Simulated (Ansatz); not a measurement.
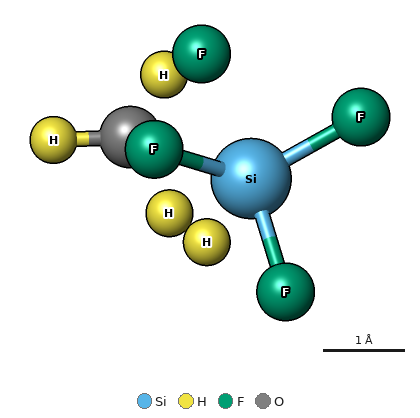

Figure 1. The input geometry (ball-and-stick view, seen at a tilt). Bond lengths as drawn: F–Si 1.57 to 1.60 Å and H–O 0.96 Å.

**SiH$_{4}$OF$_{4}$: geometry relaxation (part 1 of 2)**

- system: SiH$_{4}$OF$_{4}$
- method: RKS B3LYP/def2-SVP (Ansatz 0.2.0)

The input holds or restrains some coordinates. It belongs to a series of runs on one base structure; here: pulled along the bonds that form and break, towards end B.

**The program's output**
```
The last accepted step is kept in [file] (removed where the run ends without a failure and the disk answers)
Engine: ansatz 0.2.0, aarch64-unknown-linux-gnu
Functional definition: B3LYP
  parameter a0 = 0.2
  parameter ax = 0.72
  parameter ac = 0.81
  exchange = (1 - a0 - ax)*slater_x + ax*b88_x + a0*exact_x
  correlation = (1 - ac)*vwn_rpa_c + ac*lyp_c
1090 factors; integrals over basis functions are off by at most 4.0e-4 eV
mean field evaluation 1: about -20840.6688 eV, gradient 7.0e1 eV
mean field evaluation 2: about -20825.8755 eV, gradient 1.2e2 eV
mean field evaluation 4: about -20848.4463 eV, gradient 4.6e0 eV
mean field evaluation 8: about -20848.4940 eV, gradient 7.9e-2 eV
mean field -20848.49404176 eV, -766.1680244180 hartree, gradient 5.5e-5 eV, S^2 0.000000; 0 other end points of the search recorded, 0 dependent functions left out
the calculation of the forces begins
reference -20848.49425460 eV, -766.1680322395 hartree; 31, 31 occupied and 77, 77 virtual orbitals, 1090 factors
relax step   1: F+E_penalty+E_count = -20848.49404176 eV  Δ(F+E_penalty+E_count) = +0.000e0 eV  max|allowed force component| = 2.387e0 eV/Å  E_restraint = 44.85699202 eV  max|allowed force component, restraints' pulls added| = 3.686e1 eV/Å  Δτ_max = 0.0000 Å  (25 SCF iters, accepted)
  distance Si 0 - F 6 = 1.9991 Å
  distance H 5 - O 8 = 1.2720 Å
  distance H 7 - H 1 = 0.9854 Å
  distance Si 0 - H 1 = 1.8690 Å
  distance H 5 - F 6 = 1.2038 Å
  distance H 7 - O 8 = 1.2767 Å
these checks for a lower state are left out or cut short: starts, cluster_reference, orbital_swaps, neighbouring_geometries, increment
1090 factors; integrals over basis functions are off by at most 4.1e-4 eV
mean field evaluation 16: about -20845.9625 eV, gradient 2.2e1 eV
mean field -20848.15324900 eV, -766.1555005149 hartree, gradient 9.9e-6 eV, S^2 0.000000; 0 other end points of the search recorded, 0 dependent functions left out
[... from here on the field's lines of each further geometry are left out, up to the last ...]
relax step   2: F+E_penalty+E_count = -20848.15324900 eV  Δ(F+E_penalty+E_count) = +3.408e-1 eV  max|allowed force component| = 4.206e0 eV/Å  E_restraint = 19.21650354 eV  max|allowed force component, restraints' pulls added| = 2.085e1 eV/Å  Δτ_max = 0.1946 Å  (34 SCF iters, accepted)
relax step   3: F+E_penalty+E_count = -20848.20562608 eV  Δ(F+E_penalty+E_count) = -5.238e-2 eV  max|allowed force component| = 9.296e0 eV/Å  E_restraint = 5.10971570 eV  max|allowed force component, restraints' pulls added| = 1.207e1 eV/Å  Δτ_max = 0.1947 Å  (34 SCF iters, accepted)
relax step   4: F+E_penalty+E_count = -20849.02827113 eV  Δ(F+E_penalty+E_count) = -8.226e-1 eV  max|allowed force component| = 4.774e0 eV/Å  E_restraint = 0.59366090 eV  max|allowed force component, restraints' pulls added| = 4.187e0 eV/Å  Δτ_max = 0.1942 Å  (27 SCF iters, accepted)
relax step   5: F+E_penalty+E_count = -20849.70010112 eV  Δ(F+E_penalty+E_count) = -6.718e-1 eV  max|allowed force component| = 1.014e0 eV/Å  E_restraint = 0.32636960 eV  max|allowed force component, restraints' pulls added| = 3.591e0 eV/Å  Δτ_max = 0.1912 Å  (27 SCF iters, accepted)
relax step   6: F+E_penalty+E_count = -20850.09229659 eV  Δ(F+E_penalty+E_count) = -3.922e-1 eV  max|allowed force component| = 1.270e0 eV/Å  E_restraint = 0.20810500 eV  max|allowed force component, restraints' pulls added| = 1.910e0 eV/Å  Δτ_max = 0.2000 Å  (27 SCF iters, accepted)
relax step   7: F+E_penalty+E_count = -20850.47321274 eV  Δ(F+E_penalty+E_count) = -3.809e-1 eV  max|allowed force component| = 1.765e0 eV/Å  E_restraint = 0.16314942 eV  max|allowed force component, restraints' pulls added| = 1.083e0 eV/Å  Δτ_max = 0.2000 Å  (26 SCF iters, accepted)
relax step   8: F+E_penalty+E_count = -20850.65623626 eV  Δ(F+E_penalty+E_count) = -1.830e-1 eV  max|allowed force component| = 2.081e0 eV/Å  E_restraint = 0.14601099 eV  max|allowed force component, restraints' pulls added| = 4.232e-1 eV/Å  Δτ_max = 0.2000 Å  (27 SCF iters, accepted)
relax step   9: F+E_penalty+E_count = -20850.66446759 eV  Δ(F+E_penalty+E_count) = -8.231e-3 eV  max|allowed force component| = 2.177e0 eV/Å  E_restraint = 0.13512446 eV  max|allowed force component, restraints' pulls added| = 9.261e-2 eV/Å  Δτ_max = 0.1066 Å  (22 SCF iters, accepted)
relax step  10: F+E_penalty+E_count = -20850.67199300 eV  Δ(F+E_penalty+E_count) = -7.525e-3 eV  max|allowed force component| = 1.751e0 eV/Å  E_restraint = 0.16009158 eV  max|allowed force component, restraints' pulls added| = 7.489e-1 eV/Å  Δτ_max = 0.1544 Å  (25 SCF iters, rejected (line search))
relax step  11: F+E_penalty+E_count = -20850.67443335 eV  Δ(F+E_penalty+E_count) = -9.966e-3 eV  max|allowed force component| = 2.005e0 eV/Å  E_restraint = 0.14366383 eV  max|allowed force component, restraints' pulls added| = 2.655e-1 eV/Å  Δτ_max = 0.0753 Å  (23 SCF iters, accepted)
relax step  12: F+E_penalty+E_count = -20850.67222983 eV  Δ(F+E_penalty+E_count) = +2.204e-3 eV  max|allowed force component| = 2.107e0 eV/Å  E_restraint = 0.13868467 eV  max|allowed force component, restraints' pulls added| = 9.034e-2 eV/Å  Δτ_max = 0.0485 Å  (23 SCF iters, accepted)
relax step  13: F+E_penalty+E_count = -20850.66286781 eV  Δ(F+E_penalty+E_count) = +9.362e-3 eV  max|allowed force component| = 2.263e0 eV/Å  E_restraint = 0.12520310 eV  max|allowed force component, restraints' pulls added| = 3.846e-1 eV/Å  Δτ_max = 0.1465 Å  (26 SCF iters, accepted)
relax step  14: F+E_penalty+E_count = -20850.66657582 eV  Δ(F+E_penalty+E_count) = -3.708e-3 eV  max|allowed force component| = 2.206e0 eV/Å  E_restraint = 0.12913165 eV  max|allowed force component, restraints' pulls added| = 8.090e-1 eV/Å  Δτ_max = 0.1583 Å  (26 SCF iters, rejected (line search))
relax step  15: F+E_penalty+E_count = -20850.67714415 eV  Δ(F+E_penalty+E_count) = -1.428e-2 eV  max|allowed force component| = 2.294e0 eV/Å  E_restraint = 0.12749594 eV  max|allowed force component, restraints' pulls added| = 2.212e-1 eV/Å  Δτ_max = 0.0790 Å  (22 SCF iters, accepted)
relax step  16: F+E_penalty+E_count = -20850.69844003 eV  Δ(F+E_penalty+E_count) = -2.130e-2 eV  max|allowed force component| = 2.215e0 eV/Å  E_restraint = 0.13473722 eV  max|allowed force component, restraints' pulls added| = 1.459e-1 eV/Å  Δτ_max = 0.0992 Å  (25 SCF iters, accepted)
relax step  17: F+E_penalty+E_count = -20850.74824639 eV  Δ(F+E_penalty+E_count) = -4.981e-2 eV  max|allowed force component| = 1.570e0 eV/Å  E_restraint = 0.18035316 eV  max|allowed force component, restraints' pulls added| = 1.216e0 eV/Å  Δτ_max = 0.1455 Å  (25 SCF iters, accepted)
relax step  18: F+E_penalty+E_count = -20850.75847966 eV  Δ(F+E_penalty+E_count) = -1.023e-2 eV  max|allowed force component| = 2.218e0 eV/Å  E_restraint = 0.14207828 eV  max|allowed force component, restraints' pulls added| = 2.645e-1 eV/Å  Δτ_max = 0.2000 Å  (26 SCF iters, accepted)
the calculation of the forces begins
reference -20850.78135992 eV, -766.2520818099 hartree; 31, 31 occupied and 77, 77 virtual orbitals, 1090 factors
relax step  19: F+E_penalty+E_count = -20850.78113456 eV  Δ(F+E_penalty+E_count) = -2.265e-2 eV  max|allowed force component| = 2.385e0 eV/Å  E_restraint = 0.13428435 eV  max|allowed force component, restraints' pulls added| = 8.608e-2 eV/Å  Δτ_max = 0.2000 Å  (26 SCF iters, accepted)
```

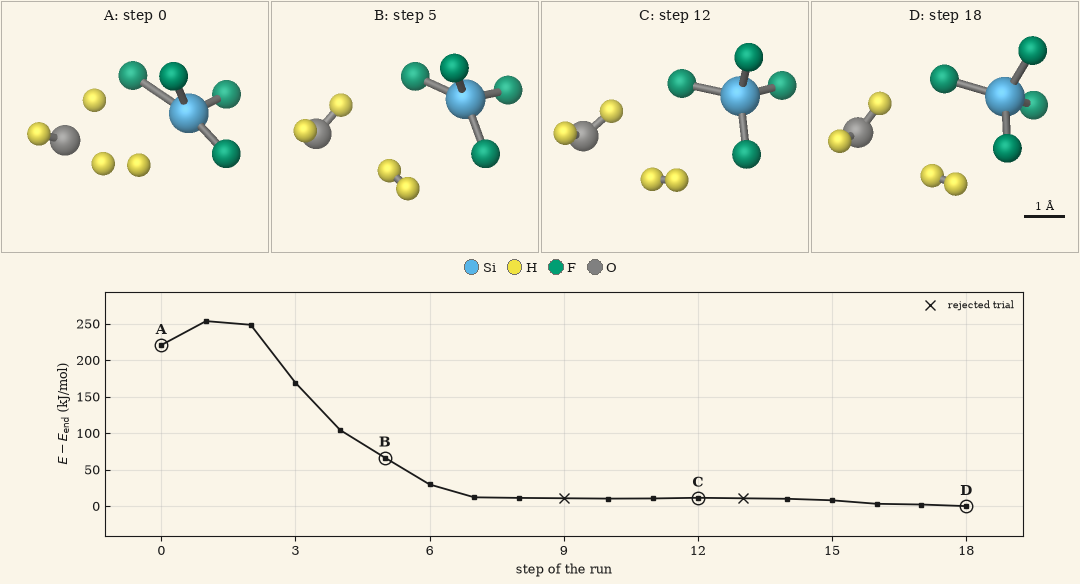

Figure 2. Frames of the restrained relaxation (ball-and-stick view, seen at a tilt) above the curves, on which the letters mark them (the first geometry is step 0 here and step 1 in the log).

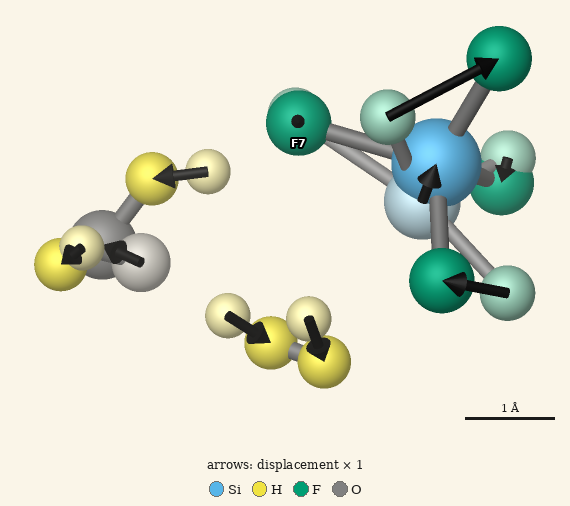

Figure 3. Start (faint) and end (solid) with the displacements as black arrows, at true length (ball-and-stick view, seen at a tilt). The two geometries are laid on each other by the best rigid fit. After 18 geometry steps the energy has fallen by 220.7 kJ/mol. Largest force component: 2.4 eV/Å at the start, 2.4 eV/Å at the end. The line search rejected the trial steps at points 9, 13 (counted from 0) and went back. The largest move after the best rigid fit is that of F4, 1.43 Å. By element the largest moves are F 1.43 Å, H 0.66 Å, O 0.59 Å, Si 0.50 Å. Among the contacts that change: Si1–F7 1.999 → 1.637 Å, H6–O9 1.272 → 0.969 Å, H2–H8 0.985 → 0.704 Å, Si1–F5 1.572 → 1.588 Å. New bonds form: H2–H8 (0.99 → 0.70 Å), H6–O9 (1.27 → 0.97 Å). Among the angles that change: F3–Si1–F7 168.4° → 110.8°, F5–Si1–F7 85.7° → 109.6°, F4–Si1–F7 85.1° → 107.1°. (Atoms are counted from 1 in the order of the input.)

```
  distance Si 0 - F 6 = 1.6373 Å
  distance H 5 - O 8 = 0.9693 Å
  distance H 7 - H 1 = 0.7040 Å
  distance Si 0 - H 1 = 2.7283 Å
  distance H 5 - F 6 = 2.1791 Å
  distance H 7 - O 8 = 2.2723 Å
1090 factors; integrals over basis functions are off by at most 6.5e-4 eV
mean field -20850.78113456 eV, -766.2520735281 hartree, gradient 1.8e-5 eV, S^2 0.000000; 1 other end points of the search recorded, 0 dependent functions left out
the calculation of the forces begins
reference -20850.78135992 eV, -766.2520818099 hartree; 31, 31 occupied and 77, 77 virtual orbitals, 1090 factors
Total energy: -20850.78135992 eV, -766.2520818099 hartree
Atom 0 at    -0.555213     1.169611    -1.100390 Å, force     0.512093     0.148808     1.076787 eV/Å
Atom 1 at    -0.081923    -1.483087    -0.672802 Å, force    -0.476215     0.047622    -2.385099 eV/Å
Atom 2 at     0.260607     0.363973    -2.200980 Å, force     0.000796     0.029387     0.030416 eV/Å
Atom 3 at    -0.600050     2.704121    -1.523314 Å, force    -0.026923    -0.070211     0.019681 eV/Å
Atom 4 at    -2.034983     0.608228    -0.965716 Å, force     0.086084     0.014750    -0.001796 eV/Å
Atom 5 at     0.419286    -0.368827     1.953252 Å, force     0.028004    -0.050923     0.004995 eV/Å
Atom 6 at     0.195455     1.092957     0.352715 Å, force    -0.568092     0.061577    -1.124562 eV/Å
Atom 7 at     0.055849    -1.557552     0.013564 Å, force     0.463930    -0.263532     2.344666 eV/Å
Atom 8 at     0.697348    -1.270593     2.174492 Å, force     0.029441     0.094246     0.028539 eV/Å
Atom 9 at     1.643624    -1.258932     1.969279 Å, force    -0.049117    -0.011726     0.006373 eV/Å
Dipole moment:     0.215375     0.279542    -0.143556 e Å
```

**Trajectory as extended XYZ (Å, eV, eV/Å), 19 frames, from step=1 to step=19**
```
10
Properties=species:S:1:pos:R:3:forces:R:3 step=1 energy=-20848.49404
Si   -0.5600    0.6664   -1.0536    1.3975  -1.9220   2.2446
H     0.2578   -0.9376   -0.5519   -0.9435   1.4289  -1.4704
F    -0.4823    0.2805   -2.6018    0.1503  -0.4860  -0.5326
F     0.4313    1.8943   -1.0161    0.5872   0.8675  -0.0021
F    -2.1117    0.8674   -0.9015   -1.1971   0.1812   0.1827
H     0.0401   -0.1291    1.5160    0.6571  -0.8688  -0.5525
F    -0.5031    0.7786    0.9415    0.1941  -0.6907  -0.6041
H     0.5809   -1.2718    0.3170    0.3071   0.3548   2.3873
O     0.7195   -1.2023    1.5842   -1.6921   0.9967  -1.6250
H     1.6275   -0.9465    1.7663    0.5393   0.1385  -0.0280
10
Properties=species:S:1:pos:R:3:forces:R:3 step=2 energy=-20848.15325
Si   -0.6074    0.7705   -1.0519    0.7530  -0.4116   3.0966
H     0.3425   -1.1066   -0.5057   -1.2815   1.1620  -4.2057
F    -0.4842    0.2838   -2.5901    0.2535  -0.5231   0.8363
F     0.4394    1.9339   -1.0175    1.0218   1.1813  -0.6662
F    -2.1516    0.8901   -0.9005   -1.9801   0.1510  -0.5146
H     0.1164   -0.2486    1.5795    2.0482  -2.5095   0.5425
F    -0.5647    0.8726    0.8204    0.3151  -1.0938  -2.2823
H     0.5570   -1.2778    0.1589    0.7218  -0.5083   3.2179
O     0.7111   -1.1779    1.7308   -2.0950   2.1071  -0.1769
H     1.6416   -0.9399    1.7763    0.2432   0.4450   0.1524
10
Properties=species:S:1:pos:R:3:forces:R:3 step=3 energy=-20848.20563
Si   -0.6596    0.8866   -1.0407    0.7768  -0.5639   1.8858
H     0.3861   -1.2155   -0.5479   -2.5610   1.4549  -9.2957
F    -0.4802    0.2774   -2.5597    0.1346  -0.1266   1.8401
F     0.4565    1.9654   -1.0303    1.5247   1.7535  -1.1611
F    -2.1946    0.9017   -0.9117   -3.0008   0.2135  -1.0791
H     0.2109   -0.3833    1.6837   -0.7974   1.7301  -0.3093
F    -0.6252    0.9608    0.6860    0.6727  -1.4679  -1.3307
H     0.5590   -1.3155    0.0282    2.3132  -1.3550   8.5446
O     0.7031   -1.1471    1.9129    1.4444  -1.8033   0.7374
H     1.6441   -0.9305    1.7795   -0.5074   0.1646   0.1680
10
Properties=species:S:1:pos:R:3:forces:R:3 step=4 energy=-20849.02827
Si   -0.7049    0.9856   -1.0425    0.4004  -0.3987   0.7341
H     0.4247   -1.3518   -0.6754   -1.0156   0.0175  -4.7735
F    -0.4769    0.2758   -2.5053    0.0436   0.0203   1.6541
F     0.4747    2.0268   -1.0709    0.7130   1.2234  -1.0997
F    -2.2675    0.9338   -0.9552   -1.8097   0.3799  -1.1705
H     0.2378   -0.4382    1.7818   -0.9695   1.3523  -0.3637
F    -0.6663    1.0193    0.6084    0.7391  -1.3855  -0.0387
H     0.5792   -1.3529   -0.0277    0.8910  -0.0158   4.4887
O     0.7477   -1.1608    2.1014    1.6663  -1.0267   0.1444
H     1.6517   -0.9377    1.7855   -0.6584  -0.1667   0.4248
10
Properties=species:S:1:pos:R:3:forces:R:3 step=5 energy=-20849.70010
Si   -0.7184    1.0206   -1.0295   -0.0503   0.1026   0.7955
H     0.4648   -1.4531   -0.8179   -0.0506   0.0857  -0.2549
F    -0.4463    0.2183   -2.4017    0.1225  -0.3367   0.7138
F     0.4758    2.0833   -1.1536   -0.4473   0.4966  -0.4537
F    -2.3199    0.9779   -1.0467   -0.0649   0.6615  -0.5626
H     0.2458   -0.4820    1.9264   -0.2156   0.1558   0.1246
F    -0.6567    0.9963    0.6117    0.4785  -1.0136  -0.5395
H     0.4571   -1.2229   -0.0967    0.0374  -0.1441   0.2374
O     0.8128   -1.2253    2.1706    0.8058   0.3210  -0.4619
H     1.6850   -0.9132    1.8374   -0.6154  -0.3287   0.4013
10
Properties=species:S:1:pos:R:3:forces:R:3 step=6 energy=-20850.09230
Si   -0.7038    1.0382   -1.0399   -0.0040   0.1388   0.9290
H     0.4102   -1.4556   -0.8221   -0.0334  -0.2362  -1.2380
F    -0.3749    0.1669   -2.3482    0.1492  -0.2912   0.6161
F     0.3546    2.2254   -1.2251   -0.5422   0.3337  -0.2582
F    -2.3012    1.0379   -1.0878    0.0131   0.6289  -0.3473
H     0.2404   -0.4956    2.0478    0.0329  -0.1184   0.0421
F    -0.5684    0.9128    0.5940    0.3418  -0.7319  -1.0136
H     0.4182   -1.2876   -0.1123    0.0841   0.0826   1.2695
O     0.8324   -1.2612    2.1341    0.4262   0.4616  -0.2312
H     1.6925   -0.8813    1.8596   -0.4678  -0.2680   0.2316
10
Properties=species:S:1:pos:R:3:forces:R:3 step=7 energy=-20850.47321
Si   -0.7194    1.0619   -1.0673    0.0981   0.1930   1.0046
H     0.3884   -1.4233   -0.7900   -0.0536  -0.3515  -1.7284
F    -0.3330    0.0905   -2.2793    0.0375  -0.0607   0.5160
F     0.2095    2.3426   -1.2971   -0.4312   0.0504  -0.0903
F    -2.3039    1.2007   -1.1648    0.0932   0.3616  -0.1541
H     0.2577   -0.5386    2.0932    0.0846  -0.1704   0.0035
F    -0.5074    0.7885    0.5393    0.0564  -0.2265  -1.3790
H     0.4325   -1.3236   -0.0820    0.1913   0.0024   1.7648
O     0.8618   -1.2976    2.1518    0.1721   0.3616  -0.0609
H     1.7138   -0.9011    1.8963   -0.2484  -0.1600   0.1239
```
